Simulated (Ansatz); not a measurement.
A series of calculations on CH4Te

Part 1: Relaxation

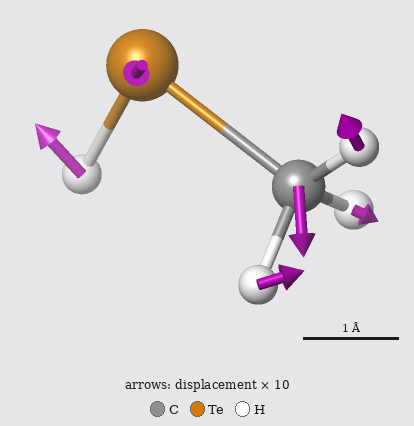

This is a relaxation of CH4Te (coarse preliminary run). The starting structure is drawn; purple arrows show the displacements, 10 times their true length. The two geometries are superimposed by the best rigid fit.

The picture is a ball-and-stick view, seen at a tilt.

All numbers below come from RKS PBE-D4/def2-SVP (Ansatz 0.2.0).

The input:
```yaml
crystal:
  periodic: [false, false, false]
  atoms:
    - {symbol: C, position_ang: [-0.196100, -0.355500, -0.456300]}
    - {symbol: Te, position_ang: [0.299400, -0.162400, 1.596300]}
    - {symbol: H, position_ang: [-1.004800, 0.490700, -0.731000]}
    - {symbol: H, position_ang: [-0.631400, -1.291100, -0.660500]}
    - {symbol: H, position_ang: [0.662400, -0.204200, -1.117400]}
    - {symbol: H, position_ang: [0.912400, 1.458500, 1.322800]}
basis:
  gaussian: {orbitals: def2-SVP}
hamiltonian: {xc: pbe, dispersion: d4}
relax: {f_tol: 0.03, max_steps: 250}
```

Question: What happened in the run?

Answer: The optimiser took 5 steps. The largest move after the best rigid fit is that of C1, 0.076 Å. By element the largest moves are C 0.076 Å, H 0.075 Å, Te 0.051 Å. Among the contacts that change: C1–H3 1.202 → 1.104 Å, Te2–H6 1.754 → 1.683 Å, C1–Te2 2.120 → 2.181 Å, C1–H4 1.052 → 1.106 Å. Among the angles between lasting bonds that change: Te2–C1–H4 111.4° → 106.1°, H3–C1–H5 107.0° → 111.2°, Te2–C1–H5 112.9° → 110.0°.

Part 2: Relaxation

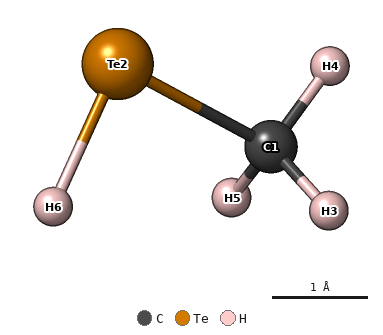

CH4Te, before the relaxation. Style: ball-and-stick. Shown at a tilt.

Level of theory: Ansatz, RKS PBE0-D4/def2-TZVP.

Input
```yaml
crystal:
  periodic: [false, false, false]
  atoms:
    - {symbol: C, position_ang: [-0.226336, -0.306941, -0.506136]}
    - {symbol: Te, position_ang: [0.336836, -0.127048, 1.593060]}
    - {symbol: H, position_ang: [-0.985907, 0.453199, -0.760062]}
    - {symbol: H, position_ang: [-0.658059, -1.318444, -0.622057]}
    - {symbol: H, position_ang: [0.667808, -0.208176, -1.146554]}
    - {symbol: H, position_ang: [0.907558, 1.443410, 1.395649]}
basis:
  gaussian: {orbitals: def2-TZVP}
hamiltonian: {xc: pbe0, dispersion: d4}
relax: {f_tol: 0.005, max_steps: 200}
```

What does the optimiser find from here?

Answer. The atom that moves furthest after the best rigid fit is Te2 (0.032 Å). By element the largest moves are Te 0.032 Å, H 0.024 Å, C 0.008 Å. Near-neighbour distances that change, for instance: C1–Te2 2.181 → 2.142 Å, Te2–H6 1.683 → 1.658 Å, C1–H3 1.104 → 1.087 Å, C1–H4 1.106 → 1.089 Å. After 4 geometry steps the energy has fallen by 0.72 kcal/mol. Largest force component: 0.59 eV/Å at the start, 0.00084 eV/Å at the end. The run took about 13 core-seconds on a shared host.

Final geometry:

```xyz
6

C    -0.2237   -0.3039   -0.4991
Te    0.3292   -0.1217    1.5621
H    -0.9723    0.4431   -0.7496
H    -0.6474   -1.3006   -0.6136
H     0.6561   -0.2054   -1.1293
H     0.9001    1.4245    1.3834
```

Part 3: Distortion

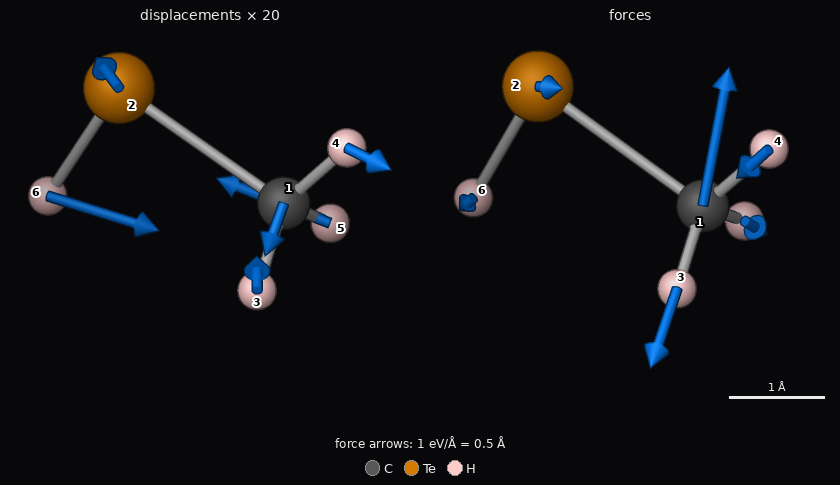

Left: CH4Te, with blue arrows for the displacements applied to it. Right: the displaced structure with the computed forces. Style: ball-and-stick. Shown at a tilt.

Theory: RKS wB97M-V/def2-TZVPP (Ansatz 0.2.0). 

Q: Describe the distortion and the response.

A: All atoms are moved at random (σ = 0.04 Å) from the PBE0-D4/def2-TZVP minimum. Energy change: +0.110 eV. The largest force is 3 eV/Å, on C1. The forces point partly back along the displacements (cosine −0.52). At other levels of theory the same distortion costs 0.123 eV (RKS PBE-D4/def2-TZVPP), 0.109 eV (RKS r2SCAN-D4/def2-TZVPP), 0.116 eV (RKS PBE0-D4/def2-TZVPP), 0.107 eV (RHF-CCSD(T), frozen core/def2-TZVPP). Among the bonded contacts that change: C1–H3 1.087 → 1.033 Å, C1–H4 1.089 → 1.124 Å, Te2–H6 1.658 → 1.624 Å, C1–Te2 2.142 → 2.174 Å. Bond angles that change, for instance: Te2–C1–H5 110.0° → 105.6°, C1–Te2–H6 93.7° → 90.4°.
